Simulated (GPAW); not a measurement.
## Work function of Sc2CS2 MXene monolayer at several levels

How far do functional and basis move the work function of Sc2CS2 MXene monolayer?

Main program and level: GPAW 26.7.0; GPAW, PAW setups; layer in a repeated cell with vacuum, relaxation of atoms and in-plane cell, in the first sound run; inputs show where later runs differ.

## 1. Set-up

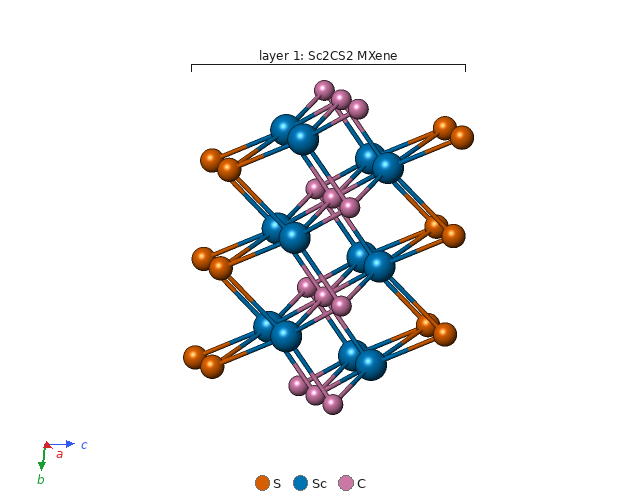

The starting structure, seen from the side, with the c axis across the page (sulfur orange, scandium blue, carbon pink). 2×3×1 cells are drawn. Some periodic images of atoms are drawn too.

The cell holds 5 atoms: 2 S, 2 Sc and 1 C. Cell: a = 3.226 Å, b = 3.226 Å, c = 20.116 Å, α = 90.0°, β = 90.0°, γ = 120.0°. Vacuum lies along c.

## 2. Relaxation

The atoms are relaxed first, since the surface dipole, and with it the work function, follows the positions of the outer layers.

Contents of run.py:

```python
import json
import numpy as np
from ase import Atoms
from ase.filters import FrechetCellFilter
from ase.optimize import BFGS
from gpaw import GPAW, PW

slab = Atoms(
    ['S', 'Sc', 'C', 'Sc', 'S'],
    positions=[
        [-0.00000, 1.86258, 7.00000],
        [1.61304, 0.93129, 8.78527],
        [0.00000, 0.00000, 10.05820],
        [-0.00000, 1.86258, 11.33112],
        [1.61304, 0.93129, 13.11640]],
    cell=[[3.22608, 0.0, 0.0], [-1.61304, 2.79387, 0.0], [0.0, 0.0, 20.1164]],
    pbc=[True, True, True])

slab.calc = GPAW(mode=PW(600), xc='PBE', kpts={'size': (12, 12, 1), 'gamma': True},
                 occupations={'name': 'fermi-dirac', 'width': 0.05}, nbands='160%',
                 convergence={'density': 1e-05}, maxiter=200,
                 symmetry={'tolerance': 1e-3}, txt='slab.txt')
result = {}
# The in-plane cell is free; stress needs a cell that repeats along all three vectors
path = []
opt = BFGS(FrechetCellFilter(slab, mask=[1, 1, 0, 0, 0, 1]), maxstep=0.2)
opt.attach(lambda: path.append((slab.get_potential_energy(), slab.positions.tolist(), slab.get_forces().tolist())))
result['relaxed'] = bool(opt.run(fmax=0.02, steps=45))
result['path'] = path
result['cell'] = slab.cell.tolist()
print('in-plane lattice', slab.cell.cellpar().round(4)[[0, 1, 5]])
energy = slab.get_potential_energy()
fermi = slab.calc.get_fermi_level()
v = slab.calc.get_electrostatic_potential().mean((0, 1)) - fermi
n = slab.calc.get_pseudo_density().mean((0, 1))
L = slab.cell[2, 2]
z = np.arange(len(v)) * L / len(v)
low, high = slab.positions[:, 2].min(), slab.positions[:, 2].max()
below, above = np.interp([low - 4.8, high + 4.8], z, v)
slopes = [np.interp(x, z, np.gradient(v, z)) for x in (low - 4.8, high + 4.8)]
eps = np.array([[slab.calc.get_eigenvalues(k, s) for k in range(len(slab.calc.get_ibz_k_points()))]
                for s in range(slab.calc.get_number_of_spins())]) - fermi
top, bottom = eps[eps < 0].max(), eps[eps > 0].min()
dipole = slab.get_dipole_moment()[2]
print(f'energy {energy:.4f} eV, Fermi level {fermi:.4f} eV, dipole {dipole:.5f} e A')
print(f'potential 4.8 A off the faces, from the Fermi level: lower {below:.4f} eV, upper {above:.4f} eV')
print(f'slope of the potential there: lower {slopes[0]:.5f}, upper {slopes[1]:.5f} eV/A')
print(f'nearest levels on the mesh: {top:.4f} and {bottom:.4f} eV')
print('magnetic moment', round(slab.get_magnetic_moment(), 3))
result.update(energy=energy, fermi=fermi, dipole=dipole, below=below, above=above, slopes=slopes, edges=[top, bottom],
              z=z.tolist(), v=v.tolist(), n=n.tolist(), positions=slab.positions.tolist(),
              forces=slab.get_forces(apply_constraint=False).tolist(), moments=slab.get_magnetic_moments().tolist())
json.dump(result, open('result.json', 'w'))
```

Launch:

```bash
$ OMP_NUM_THREADS=1 OPENBLAS_NUM_THREADS=1 python run.py
```

Output:

```text
Step          Energy          fmax
BFGS:    0      -30.204072        0.790393
BFGS:    1      -30.237112        0.729939
BFGS:    2      -30.370159        0.315249
BFGS:    3      -30.380284        0.210488
BFGS:    4      -30.385323        0.227722
BFGS:    5      -30.393148        0.304154
BFGS:    6      -30.410987        0.447850
BFGS:    7      -30.443029        0.647543
BFGS:    8      -30.472744        0.645130
BFGS:    9      -30.532241        0.332730
BFGS:   10      -30.550670        0.327708
BFGS:   11      -30.555344        0.222090
BFGS:   12      -30.559094        0.067743
BFGS:   13      -30.559689        0.013308
in-plane lattice [  3.5208   3.5209 120.    ]
energy -30.5441 eV, Fermi level -2.0725 eV, dipole -0.00004 e A
potential 4.8 A off the faces, from the Fermi level: lower 6.8384 eV, upper 6.8386 eV
slope of the potential there: lower -0.00004, upper -0.00005 eV/A
nearest levels on the mesh: -0.0227 and 0.0184 eV
magnetic moment 0.0
```

The job ended after 19 min (1 thread of Arm Neoverse V1, shared host; peak memory 0.63 GiB).

Numbers from this step:

| Quantity | Value |
| --- | --- |
| dipole along the normal | -4.44e-5 e·Å |
| levels nearest the Fermi level on the mesh | -0.02270, 0.01839 eV from the Fermi level |

The electrostatic potential energy of an electron (without an applied field's), less the Fermi level, planar mean oscillates, so the rows of the table below give means over windows of 1.59 Å about each position, cut where the curve ends. Its maxima inside the range that stand out by 2 % of the span (Å: eV): 8.0: -3.76, 9.6: -2.30, 10.6: -2.30, 12.2: -3.76. Its minima: 7.3: -13.6, 8.7: -11.2, 10.1: -6.85, 11.4: -11.2, 12.8: -13.6.

The electrostatic potential energy of an electron (without an applied field's), less the Fermi level, planar mean by z; means over each step:

| z (Å) | electrostatic potential energy of an electron (without an applied field's), less the Fermi level, planar mean (eV) |
| --- | --- |
| 0.80 | 6.84 |
| 2.39 | 6.84 |
| 3.98 | 6.84 |
| 5.57 | 6.39 |
| 7.16 | -5.48 |
| 8.75 | -6.89 |
| 10.34 | -4.49 |
| 11.93 | -7.80 |
| 13.52 | -0.916 |
| 15.11 | 6.76 |
| 16.70 | 6.84 |
| 18.29 | 6.84 |
| 19.88 | 6.84 |

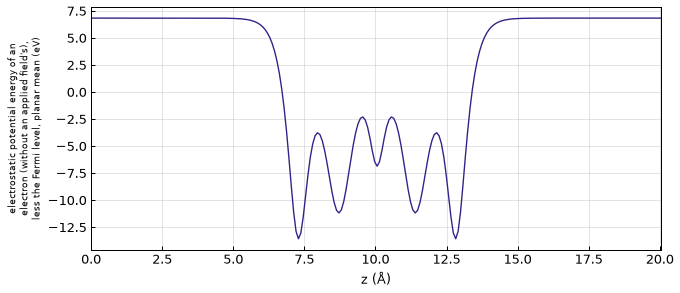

Electrostatic potential energy of an electron (without an applied field's), less the Fermi level, planar mean against z.

Table of pseudo valence density, planar mean by z:

| z (Å) | pseudo valence density, planar mean (e/Å³) |
| --- | --- |
| 4 | 6.6e-5 |
| 5 | 0.00167 |
| 6 | 0.0420 |
| 7 | 0.347 |
| 8 | 0.390 |
| 9 | 0.751 |
| 10 | 0.386 |
| 11 | 0.580 |
| 12 | 0.429 |
| 13 | 0.343 |
| 14 | 0.0610 |
| 15 | 0.00247 |
| 16 | 9.8e-5 |

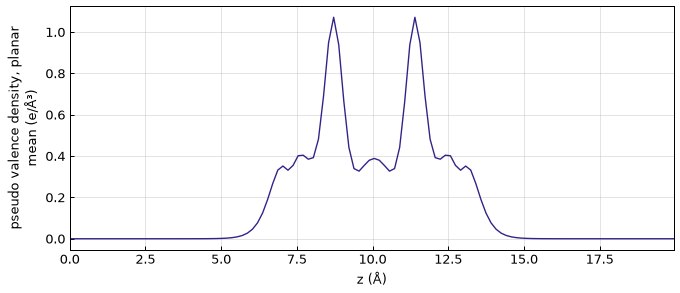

Pseudo valence density, planar mean against z.

The relaxation lowered the energy of the cell by 0.353 eV (energies extrapolated to zero smearing; the optimiser's log prints free energies). The largest force left on a free atom is 0.012 eV/Å.

## 3. Plane waves, PBE

With the geometry fixed, the planar mean of the potential gives the vacuum level on each side.

This step: GPAW, PAW setups; slab in vacuum (GPAW 26.7.0).

The cell differs from the one that the last finished run ended in (c 20.116 → 19.555 Å).

Changes to run.py since step 2:

```diff
@@ -3,4 +3,2 @@
 from ase import Atoms
-from ase.filters import FrechetCellFilter
-from ase.optimize import BFGS
 from gpaw import GPAW, PW
@@ -10,23 +8,16 @@
     positions=[
-        [-0.00000, 1.86258, 7.00000],
-        [1.61304, 0.93129, 8.78527],
-        [0.00000, 0.00000, 10.05820],
-        [-0.00000, 1.86258, 11.33112],
-        [1.61304, 0.93129, 13.11640]],
-    cell=[[3.22608, 0.0, 0.0], [-1.61304, 2.79387, 0.0], [0.0, 0.0, 20.1164]],
-    pbc=[True, True, True])
+        [-0.00000, 2.03276, 7.00000],
+        [1.76042, 1.01638, 8.43666],
+        [-0.00000, 0.00000, 9.77759],
+        [-0.00000, 2.03276, 11.11850],
+        [1.76042, 1.01638, 12.55517]],
+    cell=[[3.52085, 0.0, 0.0], [-1.76042, 3.04915, 0.0], [0.0, 0.0, 19.5552]],
+    pbc=[True, True, False])
 
-slab.calc = GPAW(mode=PW(600), xc='PBE', kpts={'size': (12, 12, 1), 'gamma': True},
+slab.calc = GPAW(mode=PW(500), xc='PBE', kpts={'size': (12, 12, 1), 'gamma': True},
                  occupations={'name': 'fermi-dirac', 'width': 0.05}, nbands='160%',
                  convergence={'density': 1e-05}, maxiter=200,
+                 poissonsolver={'dipolelayer': 'xy'},
                  symmetry={'tolerance': 1e-3}, txt='slab.txt')
 result = {}
-# The in-plane cell is free; stress needs a cell that repeats along all three vectors
-path = []
-opt = BFGS(FrechetCellFilter(slab, mask=[1, 1, 0, 0, 0, 1]), maxstep=0.2)
-opt.attach(lambda: path.append((slab.get_potential_energy(), slab.positions.tolist(), slab.get_forces().tolist())))
-result['relaxed'] = bool(opt.run(fmax=0.02, steps=45))
-result['path'] = path
-result['cell'] = slab.cell.tolist()
-print('in-plane lattice', slab.cell.cellpar().round(4)[[0, 1, 5]])
 energy = slab.get_potential_energy()
```

Output:

```text
energy -30.5291 eV, Fermi level -1.9361 eV, dipole -0.00043 e A
potential 4.8 A off the faces, from the Fermi level: lower 6.8353 eV, upper 6.8428 eV
slope of the potential there: lower -0.00001, upper 0.00001 eV/A
nearest levels on the mesh: -0.0227 and 0.0184 eV
magnetic moment 0.0
```

Run time: 66 s. Hardware: 1 thread; peak memory 0.27 GiB.

This step gave:

- dipole along the normal: -4.35e-4 e·Å
- levels nearest the Fermi level on the mesh: -0.02267, 0.01841 eV from the Fermi level
- upper work function: 6.843 eV
- lower work function: 6.835 eV

The electrostatic potential energy of an electron (without an applied field's), less the Fermi level, planar mean oscillates, so the rows of the table below give means over windows of 1.49 Å about each position, cut where the curve ends. Its maxima inside the range that stand out by 2 % of the span (Å: eV): 7.7: -3.80, 9.2: -2.35, 10.3: -2.35, 11.8: -3.80. Its minima: 7.0: -13.5, 8.5: -11.1, 9.8: -6.85, 11.1: -11.1, 12.6: -13.5.

The electrostatic potential energy of an electron (without an applied field's), less the Fermi level, planar mean by z; means over each step:

| z (Å) | electrostatic potential energy of an electron (without an applied field's), less the Fermi level, planar mean (eV) |
| --- | --- |
| 0.74 | 6.84 |
| 2.23 | 6.84 |
| 3.72 | 6.83 |
| 5.21 | 6.51 |
| 6.70 | -4.79 |
| 8.19 | -7.33 |
| 9.68 | -3.95 |
| 11.17 | -7.22 |
| 12.66 | -5.95 |
| 14.15 | 6.25 |
| 15.64 | 6.84 |
| 17.13 | 6.84 |
| 18.62 | 6.84 |

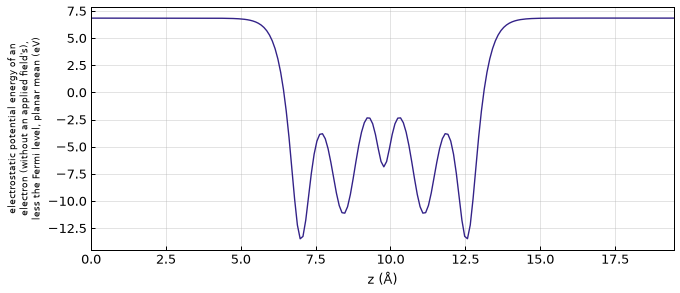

Electrostatic potential energy of an electron (without an applied field's), less the Fermi level, planar mean against z.

Table of pseudo valence density, planar mean by z:

| z (Å) | pseudo valence density, planar mean (e/Å³) |
| --- | --- |
| 3 | 6.7e-6 |
| 4 | 1.7e-4 |
| 5 | 0.00413 |
| 6 | 0.0987 |
| 7 | 0.344 |
| 8 | 0.553 |
| 9 | 0.407 |
| 10 | 0.371 |
| 11 | 0.992 |
| 12 | 0.391 |
| 13 | 0.316 |
| 14 | 0.0250 |
| 15 | 0.00101 |
| 16 | 3.9e-5 |

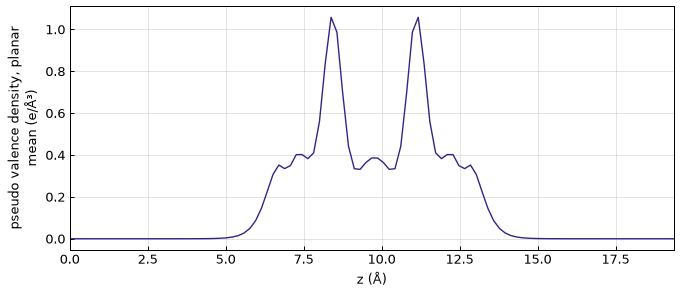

Pseudo valence density, planar mean against z.

The potential is flat to 8.5e-6 eV/Å where it is read, so the vacuum is wide enough.

## 4. Self-consistent run: xc = "revPBE"

The same geometry under revPBE, to see how far the functional moves the levels against the vacuum.

Changes to run.py since step 3:

```diff
@@ -16,3 +16,3 @@
 
-slab.calc = GPAW(mode=PW(500), xc='PBE', kpts={'size': (12, 12, 1), 'gamma': True},
+slab.calc = GPAW(mode=PW(500), xc='revPBE', kpts={'size': (12, 12, 1), 'gamma': True},
                  occupations={'name': 'fermi-dirac', 'width': 0.05}, nbands='160%',
```

Output:

```text
energy -29.0905 eV, Fermi level -1.8600 eV, dipole -0.00043 e A
potential 4.8 A off the faces, from the Fermi level: lower 6.7569 eV, upper 6.7644 eV
slope of the potential there: lower -0.00001, upper 0.00001 eV/A
nearest levels on the mesh: -0.0227 and 0.0180 eV
magnetic moment 0.0
```

Wall time 65 s (1 thread); peak memory 0.27 GiB.

Numbers from this step:

| Property | Result |
| --- | --- |
| levels nearest the Fermi level on the mesh | -0.02267, 0.01802 eV from the Fermi level |
| upper work function | 6.764 eV |
| lower work function | 6.757 eV |

The electrostatic potential energy of an electron (without an applied field's), less the Fermi level, planar mean oscillates, so the rows of the table below give means over windows of 1.49 Å about each position, cut where the curve ends. Its maxima inside the range that stand out by 2 % of the span (Å: eV): 7.7: -3.88, 9.2: -2.44, 10.3: -2.44, 11.8: -3.87. Its minima: 7.0: -13.5, 8.5: -11.2, 9.8: -6.94, 11.1: -11.2, 12.6: -13.5.

Table of electrostatic potential energy of an electron (without an applied field's), less the Fermi level, planar mean by z; means over each step:

| z (Å) | electrostatic potential energy of an electron (without an applied field's), less the Fermi level, planar mean (eV) |
| --- | --- |
| 0.74 | 6.76 |
| 2.23 | 6.76 |
| 3.72 | 6.75 |
| 5.21 | 6.44 |
| 6.70 | -4.85 |
| 8.19 | -7.41 |
| 9.68 | -4.04 |
| 11.17 | -7.30 |
| 12.66 | -6.01 |
| 14.15 | 6.18 |
| 15.64 | 6.76 |
| 17.13 | 6.76 |
| 18.62 | 6.76 |

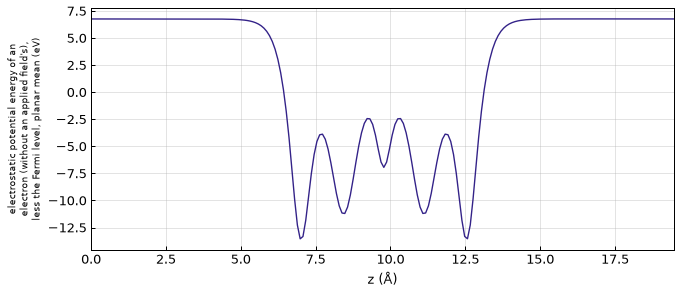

Electrostatic potential energy of an electron (without an applied field's), less the Fermi level, planar mean, plotted against z.

The pseudo valence density, planar mean by z:

| z (Å) | pseudo valence density, planar mean (e/Å³) |
| --- | --- |
| 2 | 0 |
| 4 | 1.7e-4 |
| 6 | 0.0988 |
| 8 | 0.553 |
| 10 | 0.371 |
| 12 | 0.391 |
| 14 | 0.0247 |
| 16 | 4.0e-5 |

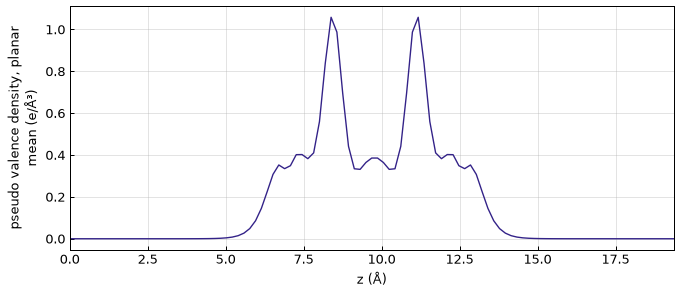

Pseudo valence density, planar mean against z.

Force by atom:

| atom | x (eV/Å) | y (eV/Å) | z (eV/Å) | size |
| --- | --- | --- | --- | --- |
| S1 | 0.000 | 0.000 | -0.145 | 0.145 |
| Sc2 | 0.000 | 0.000 | -0.005 | 0.005 |
| C3 | 0.000 | 0.000 | 0.000 | 0.000 |
| Sc4 | 0.000 | 0.000 | 0.005 | 0.005 |
| S5 | 0.000 | 0.000 | 0.145 | 0.145 |

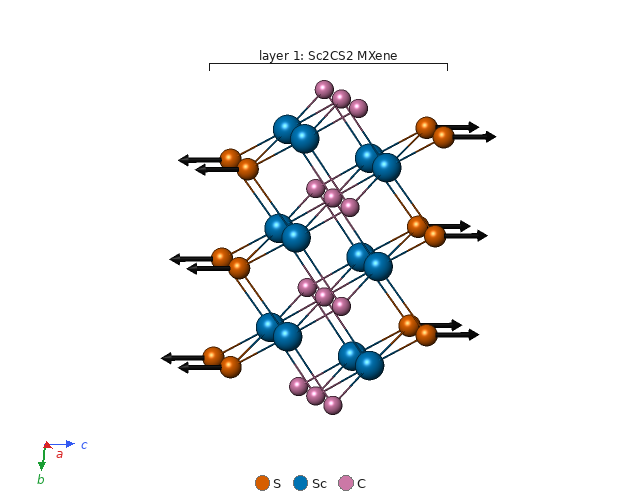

Force as arrows, the longest 0.145 eV/Å. 2×3×1 cells are drawn. Some periodic images of atoms are drawn too.

The upper face's work function is 6.764 eV, against 6.843 eV in the first plane-wave PBE run at this geometry.

## 5. Self-consistent run: xc = "LDA"

The same geometry under LDA, to see how far the functional moves the levels against the vacuum.

Changes to run.py since step 4:

```diff
@@ -16,3 +16,3 @@
 
-slab.calc = GPAW(mode=PW(500), xc='revPBE', kpts={'size': (12, 12, 1), 'gamma': True},
+slab.calc = GPAW(mode=PW(500), xc='LDA', kpts={'size': (12, 12, 1), 'gamma': True},
                  occupations={'name': 'fermi-dirac', 'width': 0.05}, nbands='160%',
```

Output:

```text
energy -33.6884 eV, Fermi level -2.1416 eV, dipole -0.00044 e A
potential 4.8 A off the faces, from the Fermi level: lower 7.0188 eV, upper 7.0263 eV
slope of the potential there: lower -0.00001, upper 0.00001 eV/A
nearest levels on the mesh: -0.0207 and 0.0195 eV
magnetic moment 0.0
```

Wall time 64 s (1 thread); peak memory 0.26 GiB.

Numbers from this step:

- levels nearest the Fermi level on the mesh: -0.02074, 0.01946 eV from the Fermi level
- upper work function: 7.026 eV
- lower work function: 7.019 eV

The upper face's work function is 7.026 eV, against 6.843 eV in the first plane-wave PBE run at this geometry.

## 6. Self-consistent run: xc = "RPBE"

The same geometry under RPBE, to see how far the functional moves the levels against the vacuum.

Changes to run.py since step 5:

```diff
@@ -16,3 +16,3 @@
 
-slab.calc = GPAW(mode=PW(500), xc='LDA', kpts={'size': (12, 12, 1), 'gamma': True},
+slab.calc = GPAW(mode=PW(500), xc='RPBE', kpts={'size': (12, 12, 1), 'gamma': True},
                  occupations={'name': 'fermi-dirac', 'width': 0.05}, nbands='160%',
```

Output:

```text
energy -28.8676 eV, Fermi level -1.8524 eV, dipole -0.00043 e A
potential 4.8 A off the faces, from the Fermi level: lower 6.7616 eV, upper 6.7692 eV
slope of the potential there: lower -0.00001, upper 0.00001 eV/A
nearest levels on the mesh: -0.0227 and 0.0181 eV
magnetic moment 0.0
```

It took 65 s on 1 thread; peak memory 0.27 GiB.

Numbers from this step:

- levels nearest the Fermi level on the mesh: -0.02274, 0.01806 eV from the Fermi level
- upper work function: 6.769 eV
- lower work function: 6.762 eV

The electrostatic potential energy of an electron (without an applied field's), less the Fermi level, planar mean oscillates, so the rows of the table below give means over windows of 1.49 Å about each position, cut where the curve ends. Its maxima inside the range that stand out by 2 % of the span (Å: eV): 7.7: -3.90, 9.2: -2.47, 10.3: -2.47, 11.8: -3.90. Its minima: 7.0: -13.6, 8.5: -11.2, 9.8: -6.97, 11.1: -11.2, 12.6: -13.6.

Electrostatic potential energy of an electron (without an applied field's), less the Fermi level, planar mean against z; means over each step:

| z (Å) | electrostatic potential energy of an electron (without an applied field's), less the Fermi level, planar mean (eV) |
| --- | --- |
| 0.74 | 6.76 |
| 2.23 | 6.76 |
| 3.72 | 6.76 |
| 5.21 | 6.43 |
| 6.70 | -4.87 |
| 8.19 | -7.44 |
| 9.68 | -4.07 |
| 11.17 | -7.33 |
| 12.66 | -6.03 |
| 14.15 | 6.18 |
| 15.64 | 6.76 |
| 17.13 | 6.77 |
| 18.62 | 6.77 |

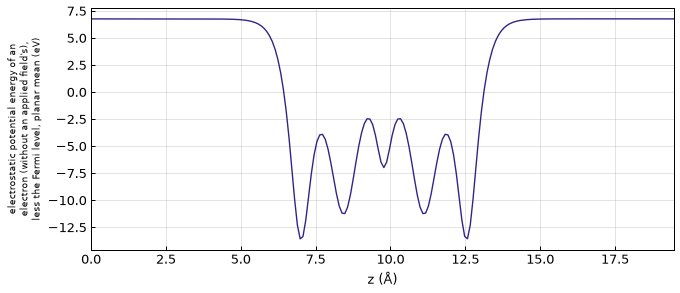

Electrostatic potential energy of an electron (without an applied field's), less the Fermi level, planar mean, plotted against z.

The upper face's work function is 6.769 eV, against 6.843 eV in the first plane-wave PBE run at this geometry.

(Continued in part 2 of 2.)

[Logs are printed without paths, hosts, clocks, repeated set-up lines and the standing remarks that a program may print on its own settings, such as how far it seeks lower states.]

[Hosts, paths, dates, database ids (printed as entryN), source tags and the programs' standing remarks are cut or masked in the printed files.]
